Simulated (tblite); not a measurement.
**Polarizability calculation, with input and output: CH3ClGeO**

System: CH3ClGeO, SMILES O=[CH][GeH2][Cl].
Method: GFN1-xTB, R-SCC (tblite 0.8.0).

The geometry comes from this level: GFN2-xTB.

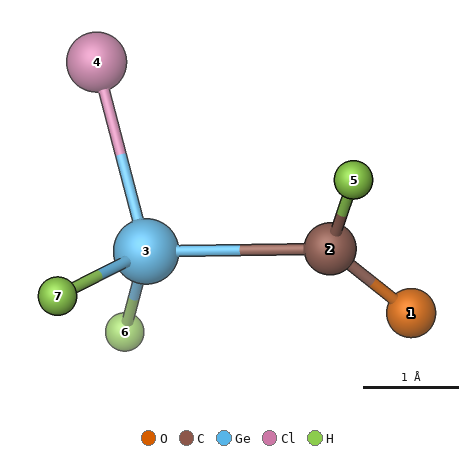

The input geometry (ball-and-stick view, seen at a tilt; atoms are numbered from 1 in the order of the input). Sticks mark near contacts. Bond lengths as drawn: Cl–Ge 2.10 Å, C–Ge 2.02 Å, C–H 1.11 Å, C–O 1.19 Å and Ge–H 1.51 to 1.52 Å.

Input (job.py)
```python
# GFN1-xTB finite-field polarizability
import json
import numpy as np
from tblite.interface import Calculator
from tblite.library import ffi
from tblite.interface import symbols_to_numbers

symbols = list(map(str, np.loadtxt("start.xyz", skiprows=2, usecols=0, dtype=str, ndmin=1)))
numbers = np.array(symbols_to_numbers(symbols))
positions = np.loadtxt("start.xyz", skiprows=2, usecols=(1, 2, 3), ndmin=2) / 0.5291772

def dipole(field):
    xtb = Calculator("GFN1-xTB", numbers, positions, charge=0, uhf=0)
    xtb.set("verbosity", 0)
    xtb.set("accuracy", 0.1)
    xtb.add("electric-field", ffi.new("double[3]", list(field)))
    return xtb.singlepoint()

F = 0.0001  # field step, atomic units
res = dipole([0.0, 0.0, 0.0])
alpha = np.array([(dipole(F * v).get('dipole') - dipole(-F * v).get('dipole')) / (2 * F) for v in np.eye(3)])
print(f"E = {res.get('energy'):.8f} Eh")
print("polarizability tensor (bohr^3)")
for row in alpha:
    print("".join(f"{v:12.4f}" for v in row))
w = np.linalg.eigvalsh((alpha + alpha.T) / 2)
print("principal values", np.round(w, 3), " isotropic %.3f" % w.mean())
out = {k: np.asarray(res.get(k)).tolist() for k in ("energy", "gradient", "charges", "dipole", "orbital-energies", "orbital-occupations")}
out.update(symbols=symbols, positions=(positions * 0.529177210903).tolist(), alpha=alpha.tolist())
json.dump(out, open("results.json", "w"))
```

File start.xyz
```
7

O      0.348560    -1.760530     1.245070
C      0.243490    -1.208010     0.191590
Ge    -0.018660     0.784550    -0.017630
Cl    -1.724720     1.035400    -1.220480
H      0.252800    -1.788170    -0.756690
H     -0.231180     1.482370     1.305670
H      1.129710     1.454390    -0.747530
```

Hardware: 1 thread of Intel Xeon @ 2.70GHz, 189 GiB of memory available, shared host.

Command:
```bash
python job.py
```

Log
```
E = -14.36030706 Eh
polarizability tensor (bohr^3)
     60.6670     -4.2823      8.6928
     -4.2823     60.4938     -6.5287
      8.6929     -6.5286     58.7641
principal values [50.394 56.472 73.059]  isotropic 59.975
```

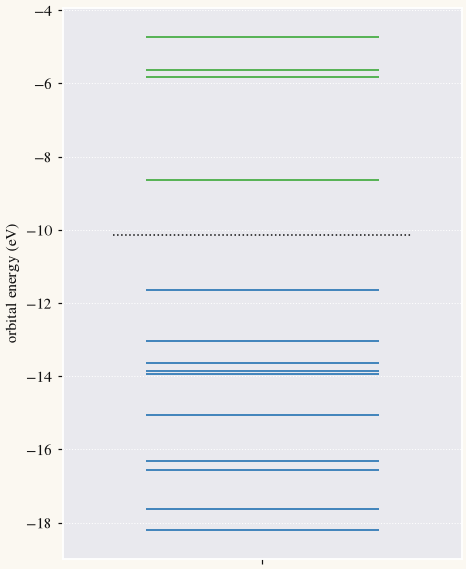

Orbital energies near the frontier; the dotted line parts filled from empty levels, and levels within 0.02 eV of each other stand side by side. Highest filled −11.65 eV, lowest empty −8.64 eV, 3.01 eV apart.

Summary

| quantity | value |
| --- | --- |
| outcome | converged |
| total energy | −14.360307 hartree |
| basis functions | 32 |
| largest force | 0.922 eV/Å |
| HOMO | −11.65 eV |
| LUMO | −8.64 eV |
| dipole moment | 2.33 D |
| peak memory | 0.066 GiB |

Notes

Settings chosen away from the usual ones: displacement.
